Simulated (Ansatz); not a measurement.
# SiHCl3 (trichlorosilane): levels of theory compared

Aim: a comparison of 6 runs (BLYP/STO-3G, HSE06/STO-3G, PBE/STO-3G, SVWN5/STO-3G, RPA@PBE/STO-3G, CCSDTQ/STO-3G) of SiHCl3 (trichlorosilane). 

Program for the calculation: Ansatz 0.2.0.

56 further runs of the same task are left out: 10 that didn't finish, 46 set aside as unsound or not needed.

**1. The molecule**

The species is SiHCl3 (5 atoms), meant as a singlet with charge 0. SMILES: `Cl[SiH](Cl)Cl`. The Cl4–Si2 distance was set to 3.045 Å, away from the relaxed value. At this shape a bond of the SMILES string is far longer than usual.

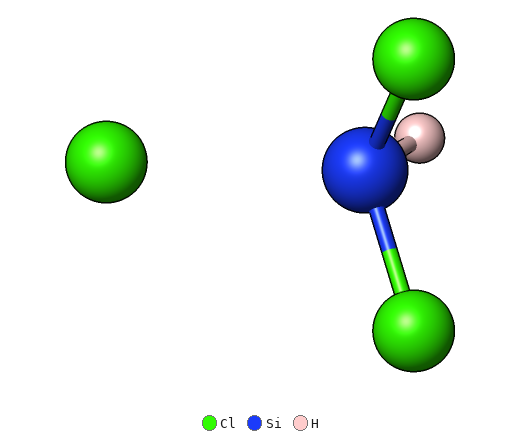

The structure, seen from a chosen angle (chlorine green, silicon blue, hydrogen pink).

**2. A single-point energy at BLYP/STO-3G (run 1)**

File run.yaml:

```yaml
crystal:
  periodic: [false, false, false]
  atoms:
    - {symbol: Cl, position_ang: [1.888288, 0.007479, 1.701687]}
    - {symbol: Si, position_ang: [0.116058, 0.566219, 0.885247]}
    - {symbol: Cl, position_ang: [0.215058, 2.512609, 0.318517]}
    - {symbol: Cl, position_ang: [-0.476020, -1.170520, -1.544190]}
    - {symbol: H, position_ang: [-0.953952, 0.399849, 1.877957]}
basis:
  gaussian: {orbitals: STO-3G}
hamiltonian: {xc: {name: BLYP}}
accuracy: high
```

Command:

```console
ansatz run run.yaml --threads 1 --pin off --max-ram 3480MiB --events-out events.jsonl --progress --plain --runs-dir runs
```

What it wrote:

```text
Warning: RAYON_NUM_THREADS=1 ignored (pool sized by the plan → 1); use --threads N
Functional definition: BLYP
  name "BLYP"
  parameter beta = 0.0042
  parameter a = 0.04918
  parameter b = 0.132
  parameter c = 0.2533
  parameter d = 0.349
  exchange = b88_x(beta = beta)
  correlation = lyp_c(a = a, b = b, c = c, d = d)
682 factors; integrals over basis functions are off by at most 1.7e-8 eV
mean field evaluation 1: about -44948.6032 eV, gradient 3.6e1 eV
mean field evaluation 2: about -44723.0571 eV, gradient 7.8e1 eV
mean field evaluation 4: about -44956.5101 eV, gradient 1.0e1 eV
mean field evaluation 8: about -44956.4748 eV, gradient 7.9e0 eV
mean field evaluation 16: about -44957.0635 eV, gradient 1.0e-8 eV
mean field -44957.06346813 eV, -1652.1416094617 hartree, gradient 7.2e-8 eV, S^2 0.000000; 0 other end points of the search recorded, 0 dependent functions left out
reference -44957.06351404 eV, -1652.1416111487 hartree; 33, 33 occupied and 4, 4 virtual orbitals, 682 factors
Total energy: -44957.06351404 eV, -1652.1416111487 hartree
```

Run time: 2.2 s. Hardware: 1 thread of Arm Neoverse V2, shared host; peak memory 0.12 GiB.

**3. A single-point energy at HSE06/STO-3G (run 2)**

File input.yaml:

```yaml
crystal:
  periodic: [false, false, false]
  atoms:
    - {symbol: Cl, position_ang: [1.888288, 0.007479, 1.701687]}
    - {symbol: Si, position_ang: [0.116058, 0.566219, 0.885247]}
    - {symbol: Cl, position_ang: [0.215058, 2.512609, 0.318517]}
    - {symbol: Cl, position_ang: [-0.476020, -1.170520, -1.544190]}
    - {symbol: H, position_ang: [-0.953952, 0.399849, 1.877957]}
basis:
  gaussian:
    orbitals: STO-3G
hamiltonian:
  xc: hse06
accuracy: high
```

Command:

```console
ansatz run input.yaml --threads 1 --pin off --max-ram 3480MiB --events-out events.jsonl --progress --plain --runs-dir runs
```

What it wrote:

```text
Warning: RAYON_NUM_THREADS=1 ignored (pool sized by the plan → 1); use --threads N
Functional definition: HSE06
  name "HSE06"
  parameter a = 0.25
  parameter omega = 0.11/bohr
  exchange = pbe_x - a*pbe_x_sr(omega) + a*exact_x_sr(omega)
  correlation = pbe_c
682 factors; integrals over basis functions are off by at most 1.7e-8 eV
79 factors; integrals over basis functions are off by at most 6.5e-10 eV
mean field evaluation 1: about -44939.9553 eV, gradient 3.2e1 eV
mean field evaluation 2: about -44770.3263 eV, gradient 1.6e2 eV
mean field evaluation 4: about -44947.2241 eV, gradient 3.4e0 eV
mean field evaluation 8: about -44947.2693 eV, gradient 2.0e-2 eV
mean field evaluation 16: about -44947.2495 eV, gradient 2.4e-6 eV
mean field -44947.24950155 eV, -1651.7809528420 hartree, gradient 1.1e-8 eV, S^2 0.000000; 0 other end points of the search recorded, 0 dependent functions left out
reference -44947.24950359 eV, -1651.7809529171 hartree; 33, 33 occupied and 4, 4 virtual orbitals, 682 factors
Total energy: -44947.24950359 eV, -1651.7809529171 hartree
```

Run time: 2.4 s. Hardware: 1 thread of Arm Neoverse V2, shared host; peak memory 0.14 GiB.

**4. The energy at PBE/STO-3G (run 3)**

run.yaml, as its differences from that of step 2:

```diff
@@ -9,4 +9,6 @@
 basis:
-  gaussian: {orbitals: STO-3G}
-hamiltonian: {xc: {name: BLYP}}
+  gaussian:
+    orbitals: STO-3G
+hamiltonian:
+  xc: pbe
 accuracy: high
```

Command:

```console
ansatz run run.yaml --threads 1 --pin off --max-ram 3480MiB --events-out events.jsonl --progress --plain --runs-dir runs
```

What it wrote:

```text
Warning: RAYON_NUM_THREADS=1 ignored (pool sized by the plan → 1); use --threads N
Functional definition: PBE
  name "PBE"
  parameter kappa = 0.804
  parameter beta = 0.06672455060314922
  exchange = pbe_x(kappa = kappa, mu = beta*pi^2/3)
  correlation = pbe_c(beta = beta)
682 factors; integrals over basis functions are off by at most 1.7e-8 eV
mean field evaluation 1: about -44933.1365 eV, gradient 3.5e1 eV
mean field evaluation 2: about -44708.0229 eV, gradient 7.8e1 eV
mean field evaluation 4: about -44940.9729 eV, gradient 8.6e0 eV
mean field evaluation 8: about -44941.2565 eV, gradient 3.5e0 eV
mean field evaluation 16: about -44941.3255 eV, gradient 1.3e-3 eV
mean field -44941.32547064 eV, -1651.5632487215 hartree, gradient 9.5e-8 eV, S^2 0.000000; 0 other end points of the search recorded, 0 dependent functions left out
reference -44941.32547268 eV, -1651.5632487966 hartree; 33, 33 occupied and 4, 4 virtual orbitals, 682 factors
Total energy: -44941.32547268 eV, -1651.5632487966 hartree
```

It took 2 s on 1 thread of Arm Neoverse V2, shared host; peak memory 0.12 GiB.

Runs 4 to 5 aren't shown in full; the table further down has their settings and results.

**5. The energy at CCSDTQ/STO-3G (run 6)**

File molecule.yaml:

```yaml
crystal:
  periodic: [false, false, false]
  atoms:
    - {symbol: Cl, position_ang: [1.888288, 0.007479, 1.701687]}
    - {symbol: Si, position_ang: [0.116058, 0.566219, 0.885247]}
    - {symbol: Cl, position_ang: [0.215058, 2.512609, 0.318517]}
    - {symbol: Cl, position_ang: [-0.476020, -1.170520, -1.544190]}
    - {symbol: H, position_ang: [-0.953952, 0.399849, 1.877957]}
basis:
  gaussian:
    orbitals: STO-3G
correlation:
  method: ccsdtq
  frozen_orbitals: {Cl: 5, H: 0, Si: 5}
scf:
  omitted_lower_state_checks: [cluster_reference, increment]
accuracy: high
```

Command:

```console
ansatz run molecule.yaml --threads 1 --pin off --max-ram 3480MiB --events-out events.jsonl --progress --plain --runs-dir runs
```

What it wrote, shortened:

```text
Warning: RAYON_NUM_THREADS=1 ignored (pool sized by the plan → 1); use --threads N
Functional definition: HF
  name "HF"
[...]
682 factors; integrals over basis functions are off by at most 1.7e-8 eV
[...]
mean field -44896.74535577 eV, -1649.9249597174 hartree, gradient 8.8e-8 eV, S^2 0.000000; 0 other end points of the search recorded, 0 dependent functions left out; unrestricted orbitals would lower it
20 core orbitals not correlated: weight in the atoms' cores, before any rotation towards them, 1.000 or more for the frozen orbitals, at most 0.000 for the correlated occupied ones
reference -44896.74535577 eV, -1649.9249597174 hartree; 13, 13 occupied and 4, 4 virtual orbitals, 682 factors
second order -1.95009734 eV of doubles, -0.00000000 eV of singles
cycle   1  -2.29231638 eV  change   -4.4e-1 eV  update   1.2e-1
[...]
cycle  33  -2.89834034 eV  change  -7.9e-11 eV  update   2.2e-9
WARN: these amplitudes may be one of several solutions (largest doubles amplitude 0.38, level shift 0.81 eV)
Total energy: -44899.64369611 eV, -1650.0314717604 hartree
Checks for a lower state left out: cluster_reference, increment
```

Run time: 26 s. Hardware: 1 thread of Arm Neoverse V2, shared host; peak memory 0.34 GiB.

**6. The series**

```
run           level  frozen core orbitals   energy (Eh)  wall time
  1     BLYP/STO-3G                     –  -1652.141611      2.2 s
  2    HSE06/STO-3G                     –  -1651.780953      2.4 s
  3      PBE/STO-3G                     –  -1651.563249        2 s
  4    SVWN5/STO-3G                     –  -1646.561885      1.4 s
  5  RPA@PBE/STO-3G                    20  -1650.076358      3.3 s
  6   CCSDTQ/STO-3G                    20  -1650.031472       26 s
```

**7. Outcome**

| quantity | value |
| --- | --- |
| run 6: total energy | -1650.03147 Eh |
| run 6: correlation energy (20 core orbitals frozen) | -106.5 mEh |
| run 6: T1 diagnostic | 0.026 |

Totals of different functionals can't be ranked against each other. In run 6 the log says that unrestricted orbitals would lower the reference, so the values rest on an unstable closed-shell determinant (other closed-shell runs at this shape may share the fault). In runs 1, 2, 3, 4, 5, 6 the basis is minimal, so the values are rough. All runs together took 37 s, the longest 26 s.
